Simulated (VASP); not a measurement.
Input:

```
Cs
1.0
   -2.73951     2.73951     4.07302
    2.73951    -2.73951     4.07302
    2.73951     2.73951    -4.07302
Cs
1
Direct
  0.00000   0.00000   0.00000
```

These are r2SCAN meta-GGA, VASP's PBE PAW potentials (set 64) (plane waves; VASP 6.6.1) values and carry that method's errors. Run with 400 eV cut-off, 11×11×11 Γ-centred mesh, tetrahedra with Blöchl corrections, potentials Cs_sv.

Unless said otherwise, spin-orbit coupling is left out, though it shifts the bands of the heavy elements here.

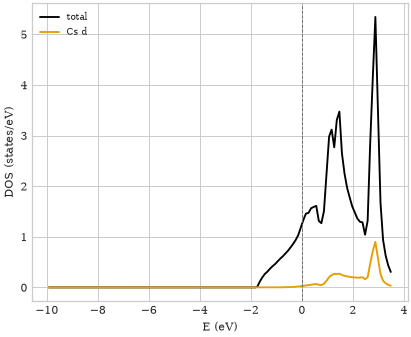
Figure. Total and projected density of states, zero at the Fermi level

Within 2 eV below the Fermi level the largest weight inside VASP's projection spheres is Cs s, then Cs p.

It has no gap at this level: it comes out as a metal or semimetal.

The structure comes from a computed database's Cs entry (I4/mmm); how it stands against other phases isn't given here. It was relaxed first.
